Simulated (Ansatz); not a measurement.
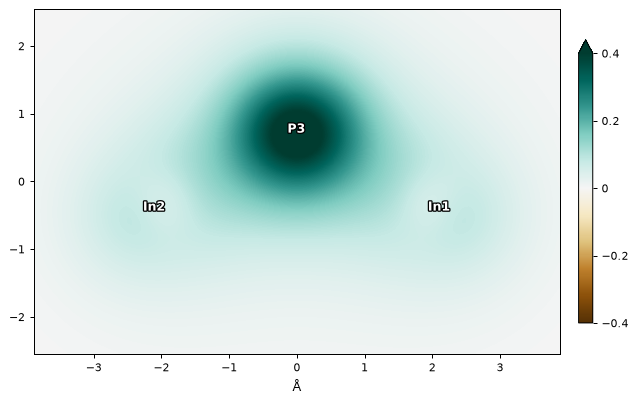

The picture shows: In₂P (charge +1). The HOMO−1 on a plane 0.8 Å above the molecular plane (values in Å⁻³ᐟ²; the overall sign is arbitrary).

Geometry: r2SCAN-D4/def2-TZVP; core potentials replace the inner electrons of In.

These are results of RKS PBE0-D4/def2-TZVP in Ansatz, not measurements.

The calculation's input:

```
crystal:
  periodic: [false, false, false]
  atoms:
    - {symbol: In, position_ang: [-1.699543, 1.227619, -0.423015]}
    - {symbol: In, position_ang: [1.131953, -1.707669, 0.614001]}
    - {symbol: P, position_ang: [0.567589, 0.480038, -0.190986]}
basis:
  gaussian: {orbitals: def2-TZVP, initial_orbitals: start.molden}
total_charge: 1
hamiltonian: {xc: pbe0, dispersion: d4}
scf: {omitted_lower_state_checks: [starts]}
output: {orbitals: {seedname: orbitals}}
```

Launched as:

```sh
ansatz run in.yaml --threads 4 --pin off --events-out ev --progress --plain --max-ram 3916MiB
```

What is the character of this orbital?

Answer. Its weight (Hirshfeld) is mainly on P3 (about 70 %), In1 (about 15 %) and In2 (about 15 %); it changes sign across the molecular plane (π type). Its energy is −10.67 eV.
